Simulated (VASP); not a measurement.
Band structure of SiNi$_{2}$ (space group P6_3/mmc). These are r2SCAN meta-GGA, VASP's PBE PAW potentials (set 64) (plane waves; VASP) values and carry that method's errors.

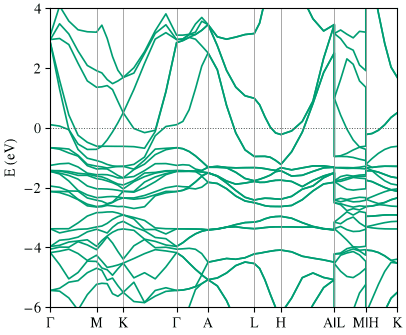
*Bands along high-symmetry lines, zero at the valence-band maximum or, without a gap, the Fermi level*

Read the plot: is there a gap, and where are the band edges?

It has no gap at this level: it comes out as a metal or semimetal.

The structure comes from a computed database's SiNi2 entry (P6_3/mmc); how it stands against other phases isn't given here. The cell was not relaxed at this level. The run is not spin-polarised, so no magnetic state was tried.
